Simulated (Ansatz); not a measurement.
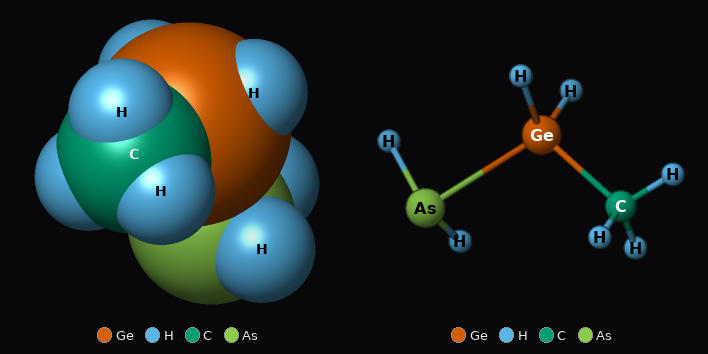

Both panels show the same species.

Computed geometry: PBE0-D4/def2-TZVP optimisation.

> What is the molecular formula?

CH₇AsGe, 10 atoms: 1 carbon, 7 hydrogen, 1 arsenic and 1 germanium.

> How many bonds of each kind are drawn?

3 C–H, 2 Ge–H, 2 As–H, 1 As–Ge, 1 C–Ge. Sticks follow a distance rule.

The parts below concern this one geometry. Atoms keep their numbers from picture to picture.

## Symmetry

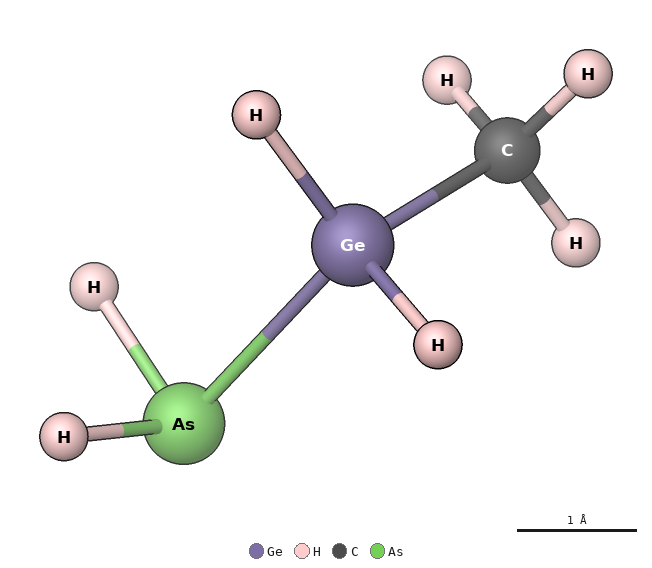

Atoms fade into the background with distance from the viewer. Masses are those of the most abundant isotopes; constants are for the rigid equilibrium geometry.

> What kind of rotor is it, and what are its rotational constants in cm⁻¹?

An asymmetric top (C1): A = 0.322, B = 0.0571, C = 0.0505 cm⁻¹. Ray's parameter κ is −0.95, close to the prolate limit.

## Charges

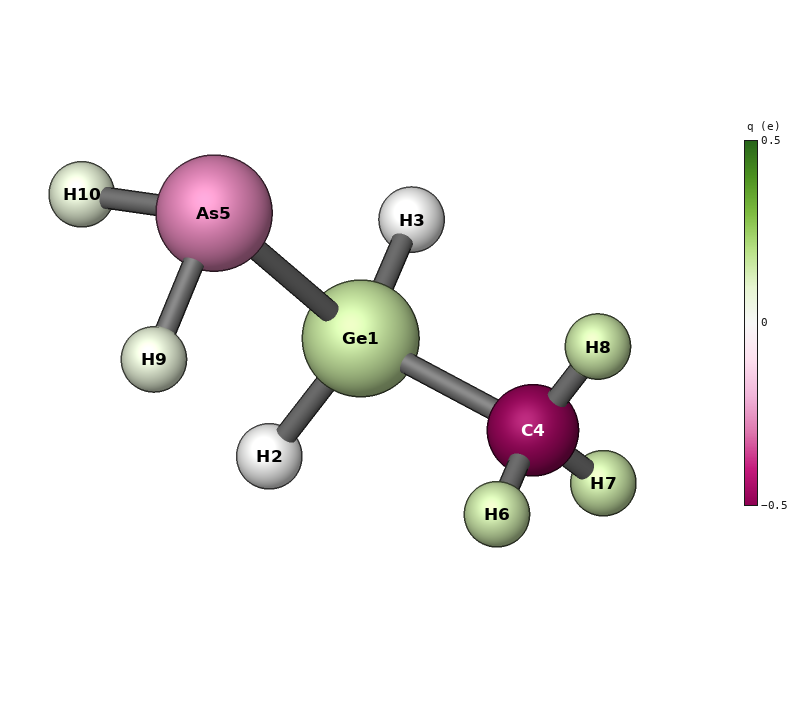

Atoms are coloured by their Mulliken charges. Method: RKS PBE0-D4/def2-TZVP (Ansatz 0.2.0).

> Which atom carries the highest charge (most positive or least negative)?

Ge1 (0.16 e).

> And the lowest?

C4 (−0.48 e).

Give the Mulliken charges atom by atom.

| atom | value (e) |
| --- | --- |
| Ge1 | 0.16 |
| H2 | 0.00 |
| H3 | 0.00 |
| C4 | −0.48 |
| As5 | −0.27 |
| H6 | 0.15 |
| H7 | 0.15 |
| H8 | 0.15 |
| H9 | 0.07 |
| H10 | 0.07 |

## Thermal motion

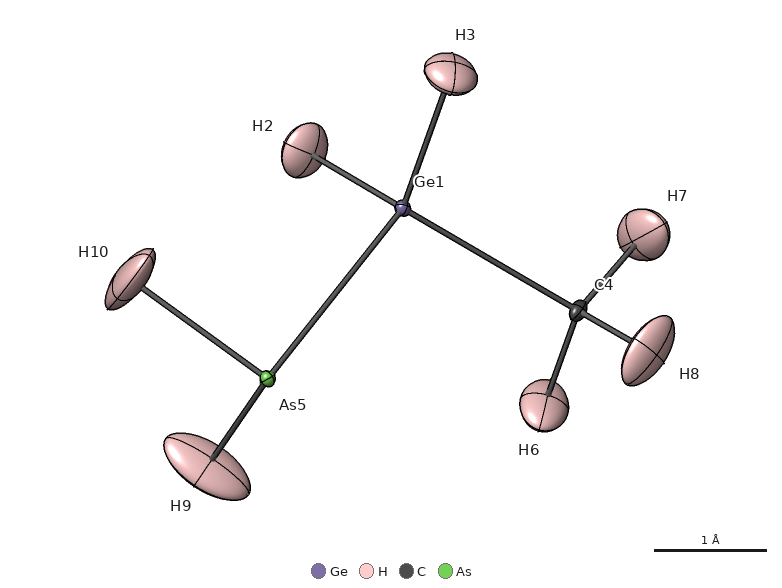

Displacement ellipsoids at the 50 % level, from the internal vibrations of the free molecule (harmonic, no overall translation or rotation; no half-axis is drawn under 0.075 Å). Vibrations computed with RKS PBE0-D4/def2-TZVP (Ansatz 0.2.0). Temperature: 0 K (zero-point motion alone).

List U_eq and the three principal root-mean-square amplitudes for each kind of atom.

| atom | U_eq (Å²) | rms amplitudes (Å) |
| --- | --- | --- |
| Ge1 | 0.00030 | 0.010, 0.016, 0.023 |
| H2 | 0.0203 | 0.089, 0.157, 0.168 |
| H3 | 0.0203 | 0.089, 0.158, 0.168 |
| C4 | 0.0028 | 0.032, 0.041, 0.075 |
| As5 | 0.00023 | 0.005, 0.012, 0.023 |
| H6 | 0.0273 | 0.080, 0.143, 0.234 |
| H7 | 0.0285 | 0.097, 0.154, 0.228 |
| H8 | 0.0271 | 0.081, 0.144, 0.232 |
| H9 | 0.0397 | 0.087, 0.169, 0.288 |
| H10 | 0.0400 | 0.087, 0.169, 0.290 |

## Dipole moment

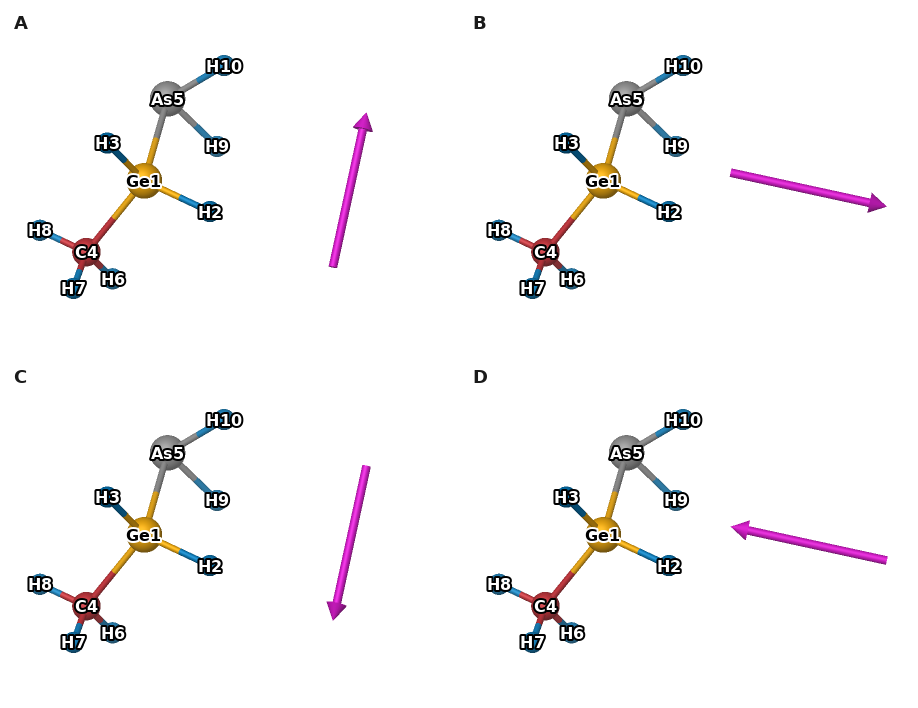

The same molecule four times, each with an arrow. Properties computed with RKS PBE0-D4/def2-TZVP (Ansatz 0.2.0).

> Which arrow points along the dipole moment, from the negative to the positive end?

C. The dipole moment is 0.90 D; it points from the side of H10 to the side of H7 (the outermost atoms at the two ends).

Mulliken values depend strongly on the basis set and can even reverse the polarity of a bond.
